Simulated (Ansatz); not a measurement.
# K+ with GeH4: superposition error and deformation, part 2 of 2

Ansatz 0.2.0, Gaussian basis. The steps go on from the part before.

**11. B3LYP-D4/def2-TZVPPD**

The input, free-b/in.yaml:

```yaml
crystal:
  periodic: [false, false, false]
  atoms:
    - {symbol: Ge, position_ang: [-0.056169, 0.028111, 0.727990]}
    - {symbol: H, position_ang: [0.808546, -1.080899, 1.341652]}
    - {symbol: H, position_ang: [-1.521313, -0.183640, 1.131395]}
    - {symbol: H, position_ang: [0.064939, -0.015705, -0.800965]}
    - {symbol: H, position_ang: [0.423127, 1.392697, 1.240237]}
basis:
  gaussian: {orbitals: "def2-TZVPPD.json"}
hamiltonian: {xc: {name: B3LYP}, dispersion: d4}
```

On the command line:

```sh
$ ansatz run in.yaml --threads 2 --pin off --events-out ev --progress --plain --max-ram 5222MiB
```

Log:

```text
Functional definition: B3LYP
  name "B3LYP"
  cite "Stephens, Devlin, Chabalowski & Frisch, J. Phys. Chem. 98, 11623 (1994) doi:10.1021/j100096a001"
  cite "Becke, Phys. Rev. A 38, 3098 (1988) doi:10.1103/PhysRevA.38.3098"
  cite "Lee, Yang & Parr, Phys. Rev. B 37, 785 (1988) doi:10.1103/PhysRevB.37.785"
  cite "Vosko, Wilk & Nusair, Can. J. Phys. 58, 1200 (1980) doi:10.1139/p80-159"
  parameter a0 = 0.2
  parameter ax = 0.72
  parameter ac = 0.81
  exchange = (1 - a0 - ax)*slater_x + ax*b88_x + a0*exact_x
  correlation = (1 - ac)*vwn_rpa_c + ac*lyp_c
650 factors; their error is unknown
mean field evaluation 1: about -56583.9159 eV, gradient 1.9e1 eV
mean field evaluation 2: about -56584.1564 eV, gradient 1.8e1 eV
mean field evaluation 4: about -56584.3406 eV, gradient 3.8e-1 eV
mean field evaluation 8: about -56584.5263 eV, gradient 6.2e-4 eV
mean field -56584.52628352 eV, -2079.4429865499 hartree, gradient 1.4e-5 eV, S^2 0.000000; 0 other end points of the search recorded, 0 dependent functions left out
reference -56584.52649119 eV, -2079.4429941818 hartree; 18, 18 occupied and 104, 104 virtual orbitals, 650 factors
Total energy: -56584.59646655 eV, -2079.4455657285 hartree
```

It took 1.1 s on 2 threads of Arm Neoverse V1, shared host.

**12. wB97X-V/def2-TZVPPD**

free-b/in.yaml: that of step 11 with these lines changed.

```diff
@@ -10,2 +10,2 @@
   gaussian: {orbitals: "def2-TZVPPD.json"}
-hamiltonian: {xc: {name: B3LYP}, dispersion: d4}
+hamiltonian: {xc: {name: wB97X-V}}
```

On the command line:

```sh
$ ansatz run in.yaml --threads 2 --pin off --events-out ev --progress --plain --max-ram 5222MiB
```

Log (excerpt; [...] marks lines left out):

```text
[... 5 set-up lines as earlier in the session ...]
[...]
      + integral(e_c_pw_opposite_spin*poly(b97_u_opposite, cos0, cos1)) + vv10(b, c)
650 factors; their error is unknown
180 factors; integrals over basis functions are off by at most 1.3e-5 eV
[...]
mean field -56577.85093920 eV, -2079.1976721707 hartree, gradient 1.8e-5 eV, S^2 0.000000; 0 other end points of the search recorded, 0 dependent functions left out
reference -56577.85093765 eV, -2079.1976721138 hartree; 18, 18 occupied and 104, 104 virtual orbitals, 650 factors
Total energy: -56577.85093765 eV, -2079.1976721138 hartree
```

Wall time 3.2 s (2 threads of Arm Neoverse V1, shared host).

**13. wB97M-V/def2-TZVPPD**

free-b/in.yaml: that of step 12 with these lines changed.

```diff
@@ -10,2 +10,2 @@
   gaussian: {orbitals: "def2-TZVPPD.json"}
-hamiltonian: {xc: {name: wB97X-V}}
+hamiltonian: {xc: {name: wB97M-V}}
```

On the command line:

```sh
$ ansatz run in.yaml --threads 2 --pin off --events-out ev --progress --plain --max-ram 5222MiB
```

Log (excerpt; [...] marks lines left out):

```text
[... 5 set-up lines as earlier in the session ...]
  # Of w^i u^j: cxij and so on, Table III.
[...]
  gx(w, u) = 1 - cx + cx01*u + cx10*w
  gss(w, u) = css00 + css04*u^4 + css10*w + css20*w^2 + css43*w^4*u^3
  gos(w, u) = cos00 + cos10*w + (cos20 + cos21*u)*w^2 + (cos60 + cos61*u)*w^6
[...]
      + integral(e_c_pw_mod_opposite_spin*gos(b97_w_opposite, b97_u_opposite)) + vv10(b, c)
650 factors; their error is unknown
180 factors; integrals over basis functions are off by at most 1.3e-5 eV
[...]
mean field -56579.32491883 eV, -2079.2518399232 hartree, gradient 8.3e-6 eV, S^2 0.000000; 0 other end points of the search recorded, 0 dependent functions left out
reference -56579.32495715 eV, -2079.2518413314 hartree; 18, 18 occupied and 104, 104 virtual orbitals, 650 factors
Total energy: -56579.32495715 eV, -2079.2518413314 hartree
```

Run time: 3.3 s. Hardware: 2 threads of Arm Neoverse V1, shared host.

**14. B2PLYP/def2-TZVPPD**

free-b/in.yaml: that of step 13 with these lines changed.

```diff
@@ -10,2 +10,2 @@
   gaussian: {orbitals: "def2-TZVPPD.json"}
-hamiltonian: {xc: {name: wB97M-V}}
+hamiltonian: {xc: {name: B2PLYP}}
```

On the command line:

```sh
$ ansatz run in.yaml --threads 2 --pin off --events-out ev --progress --plain --max-ram 5222MiB
```

Log (excerpt; [...] marks lines left out):

```text
[... 5 set-up lines as earlier in the session ...]
[...]
694 factors; integrals over basis functions are off by at most 7.2e-4 eV
[...]
mean field -56570.31353014 eV, -2078.9206774971 hartree, gradient 6.5e-6 eV, S^2 0.000000; 0 other end points of the search recorded, 0 dependent functions left out
9 core orbitals not correlated: weight in the atoms' cores, before any rotation towards them, 1.000 or more for the frozen orbitals, at most 0.000 for the correlated occupied ones
reference -56570.31366407 eV, -2078.9206824186 hartree; 9, 9 occupied and 104, 104 virtual orbitals, 694 factors
second order -9.30353361 eV of doubles, -0.00000000 eV of singles
Total energy: -56572.82561814 eV, -2079.0129950282 hartree
```

Wall time 1.6 s (2 threads of Arm Neoverse V1, shared host).

**15. BLYP-D4/def2-TZVPPD**

free-b/in.yaml: that of step 14 with these lines changed.

```diff
@@ -10,2 +10,2 @@
   gaussian: {orbitals: "def2-TZVPPD.json"}
-hamiltonian: {xc: {name: B2PLYP}}
+hamiltonian: {xc: {name: BLYP}, dispersion: d4}
```

On the command line:

```sh
$ ansatz run in.yaml --threads 2 --pin off --events-out ev --progress --plain --max-ram 5222MiB
```

Log (excerpt; [...] marks lines left out):

```text
Functional definition: BLYP
  name "BLYP"
[... 2 set-up lines as earlier in the session ...]
  parameter beta = 0.0042
  parameter a = 0.04918
  parameter b = 0.132
  parameter c = 0.2533
  parameter d = 0.349
  exchange = b88_x(beta = beta)
  correlation = lyp_c(a = a, b = b, c = c, d = d)
609 factors; their error is unknown
mean field evaluation 1: about -56583.1802 eV, gradient 2.8e1 eV
mean field evaluation 2: about -56583.6440 eV, gradient 3.1e1 eV
mean field evaluation 4: about -56584.2415 eV, gradient 6.3e-1 eV
mean field evaluation 8: about -56584.2387 eV, gradient 6.4e-4 eV
mean field -56584.23866601 eV, -2079.4324168015 hartree, gradient 7.7e-5 eV, S^2 0.000000; 0 other end points of the search recorded, 0 dependent functions left out
reference -56584.23893477 eV, -2079.4324266782 hartree; 18, 18 occupied and 104, 104 virtual orbitals, 609 factors
Total energy: -56584.33773614 eV, -2079.4360575614 hartree
```

It took 0.85 s on 2 threads of Arm Neoverse V1, shared host.

**16. revPBE-D4/def2-TZVPPD**

free-b/in.yaml: that of step 15 with these lines changed.

```diff
@@ -10,2 +10,2 @@
   gaussian: {orbitals: "def2-TZVPPD.json"}
-hamiltonian: {xc: {name: BLYP}, dispersion: d4}
+hamiltonian: {xc: {name: revPBE}, dispersion: d4}
```

On the command line:

```sh
$ ansatz run in.yaml --threads 2 --pin off --events-out ev --progress --plain --max-ram 5222MiB
```

Log (excerpt; [...] marks lines left out):

```text
Functional definition: revPBE
  name "revPBE"
  cite "Zhang & Yang, Phys. Rev. Lett. 80, 890 (1998) doi:10.1103/PhysRevLett.80.890"
[... 1 set-up line as earlier in the session ...]
  parameter kappa = 1.245
[... 3 set-up lines as earlier in the session ...]
609 factors; their error is unknown
mean field evaluation 1: about -56577.8314 eV, gradient 2.5e1 eV
mean field evaluation 2: about -56578.1832 eV, gradient 2.7e1 eV
mean field evaluation 4: about -56578.6569 eV, gradient 5.2e-1 eV
mean field evaluation 8: about -56578.6535 eV, gradient 3.5e-4 eV
mean field -56578.65349854 eV, -2079.2271656827 hartree, gradient 7.5e-5 eV, S^2 0.000000; 0 other end points of the search recorded, 0 dependent functions left out
reference -56578.65353648 eV, -2079.2271670770 hartree; 18, 18 occupied and 104, 104 virtual orbitals, 609 factors
Total energy: -56578.80050648 eV, -2079.2325681247 hartree
```

Run time: 0.7 s. Hardware: 2 threads of Arm Neoverse V1, shared host.

**17. B97M-V/def2-TZVPPD**

free-b/in.yaml: that of step 16 with these lines changed.

```diff
@@ -10,2 +10,2 @@
   gaussian: {orbitals: "def2-TZVPPD.json"}
-hamiltonian: {xc: {name: revPBE}, dispersion: d4}
+hamiltonian: {xc: {name: B97M-V}}
```

On the command line:

```sh
$ ansatz run in.yaml --threads 2 --pin off --events-out ev --progress --plain --max-ram 5222MiB
```

Log (excerpt; [...] marks lines left out):

```text
[... 5 set-up lines as earlier in the session ...]
  # Of w^i u^j: cxij and so on, Table III.
[...]
  gx(w, u) = cx00 + cx01*u + cx02*u^2 + (cx10 + cx11*u)*w
  gss(w, u) = css00 + css02*u^2 + css10*w + (css32*w^3 + css42*w^4)*u^2
  gos(w, u) = cos00 + cos01*u + cos03*u^3 + cos10*w + cos32*w^3*u^2
[...]
      + integral(e_c_pw_mod_opposite_spin*gos(b97_w_opposite, b97_u_opposite)) + vv10(b, c)
609 factors; their error is unknown
[...]
mean field -56572.57437357 eV, -2079.0037619604 hartree, gradient 2.2e-5 eV, S^2 0.000000; 0 other end points of the search recorded, 0 dependent functions left out
reference -56572.57441872 eV, -2079.0037636199 hartree; 18, 18 occupied and 104, 104 virtual orbitals, 609 factors
Total energy: -56572.57441872 eV, -2079.0037636199 hartree
```

Run time: 3.5 s. Hardware: 2 threads of Arm Neoverse V1, shared host.

**18. HSE06-D4/def2-TZVPPD**

free-b/in.yaml: that of step 17 with these lines changed.

```diff
@@ -10,2 +10,2 @@
   gaussian: {orbitals: "def2-TZVPPD.json"}
-hamiltonian: {xc: {name: B97M-V}}
+hamiltonian: {xc: hse06, dispersion: d4}
```

On the command line:

```sh
$ ansatz run in.yaml --threads 2 --pin off --events-out ev --progress --plain --max-ram 5222MiB
```

Log (excerpt; [...] marks lines left out):

```text
Functional definition: HSE06
  name "HSE06"
  cite "Heyd, Scuseria & Ernzerhof, J. Chem. Phys. 118, 8207 (2003) doi:10.1063/1.1564060"
  cite "Krukau, Vydrov, Izmaylov & Scuseria, J. Chem. Phys. 125, 224106 (2006) doi:10.1063/1.2404663"
  cite "Heyd & Scuseria, J. Chem. Phys. 120, 7274 (2004) doi:10.1063/1.1668634"
  cite "Ernzerhof & Perdew, J. Chem. Phys. 109, 3313 (1998) doi:10.1063/1.476928"
[... 2 set-up lines as earlier in the session ...]
[...]
  # The whole range is PBE's own exchange, as in plane waves. The composition of these papers is wPBEh.
[...]
662 factors; their error is unknown
67 factors; integrals over basis functions are off by at most 1.8e-6 eV
[...]
mean field -56575.71485493 eV, -2079.1191725218 hartree, gradient 6.4e-5 eV, S^2 0.000000; 0 other end points of the search recorded, 0 dependent functions left out
reference -56575.71488730 eV, -2079.1191737114 hartree; 18, 18 occupied and 104, 104 virtual orbitals, 662 factors
Total energy: -56575.74738477 eV, -2079.1203679715 hartree
```

It took 1.1 s on 2 threads of Arm Neoverse V1, shared host.

**19. CCSD(T)/def2-TZVPPD**

free-b/in.yaml: that of step 18 with these lines changed.

```diff
@@ -10,2 +10,2 @@
   gaussian: {orbitals: "def2-TZVPPD.json"}
-hamiltonian: {xc: hse06, dispersion: d4}
+correlation: {method: ccsd_t}
```

On the command line:

```sh
$ ansatz run in.yaml --threads 2 --pin off --events-out ev --progress --plain --max-ram 5222MiB
```

Log (excerpt; [...] marks lines left out):

```text
[... 4 set-up lines as earlier in the session ...]
[...]
694 factors; integrals over basis functions are off by at most 7.2e-4 eV
[...]
mean field -56536.53900430 eV, -2077.6794865655 hartree, gradient 2.9e-6 eV, S^2 0.000000; 0 other end points of the search recorded, 0 dependent functions left out
9 core orbitals not correlated: weight in the atoms' cores, before any rotation towards them, 1.000 or more for the frozen orbitals, at most 0.000 for the correlated occupied ones
reference -56536.53900430 eV, -2077.6794865655 hartree; 9, 9 occupied and 104, 104 virtual orbitals, 694 factors
second order -7.64826476 eV of doubles, -0.00000000 eV of singles
cycle   1  -7.82833925 eV  change   -1.8e-1 eV  update   7.3e-2
[...]
cycle   8  -8.18976066 eV  change   -8.5e-6 eV  update   9.2e-6
perturbative correction -0.23372301 eV, -0.0085891621 hartree
Total energy: -56544.96248797 eV, -2077.9890438806 hartree
```

It took 2.8 s on 2 threads of Arm Neoverse V1, shared host; peak memory 0.41 GiB.

**20. The split**

| method | interaction with counterpoise (kJ/mol) | without | superposition error | deformation | binding energy |
| --- | --- | --- | --- | --- | --- |
| PBE-D4 | -29.26 | -29.83 | 0.56 | 2.37 | -26.90 |
| revPBE-D4 | -32.13 | -32.67 | 0.54 | 2.36 | -29.77 |
| BLYP-D4 | -34.17 | -34.83 | 0.66 | 2.41 | -31.76 |
| r2SCAN-D4 | -22.66 | -23.14 | 0.48 | 2.68 | -19.98 |
| B97M-V | -24.43 | -24.87 | 0.44 | 2.70 | -21.72 |
| PBE0-D4 | -27.86 | -28.32 | 0.46 | 2.65 | -25.21 |
| B3LYP-D4 | -32.42 | -32.98 | 0.55 | 2.65 | -29.77 |
| HSE06-D4 | -27.89 | -28.34 | 0.45 | 2.64 | -25.25 |
| wB97X-V | -22.65 | -23.15 | 0.50 | 2.82 | -19.83 |
| wB97M-V | -23.00 | -23.55 | 0.55 | 2.78 | -20.22 |
| B2PLYP | -22.02 | -23.07 | 1.05 | 2.81 | -19.21 |
| Hartree-Fock | -20.55 | -20.94 | 0.39 | 3.16 | -17.38 |
| MP2 | -21.78 | -24.22 | 2.44 | 3.01 | -18.77 |
| CCSD | -21.43 | -23.89 | 2.46 | 2.86 | -18.57 |
| CCSD(T) | -21.53 | -24.02 | 2.49 | 2.80 | -18.73 |

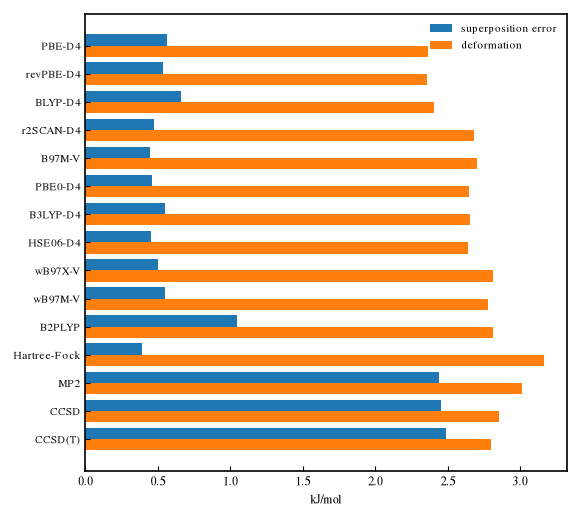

Superposition error and deformation energy by method.

**21. Results**

The summary covers parts 1 to 2.

| quantity | value |
| --- | --- |
| interaction, CCSD(T) | -21.53 kJ/mol |
| superposition error | 2.49 kJ/mol |
| deformation | 2.80 kJ/mol |
| binding energy | -18.73 kJ/mol |

In words: In this basis the superposition error is 2.49 kJ/mol for CCSD(T) and 0.53 kJ/mol on average for the plain functionals: correlated methods borrow far more, since they need many more functions to converge. Deformation takes back 13 % of the interaction.
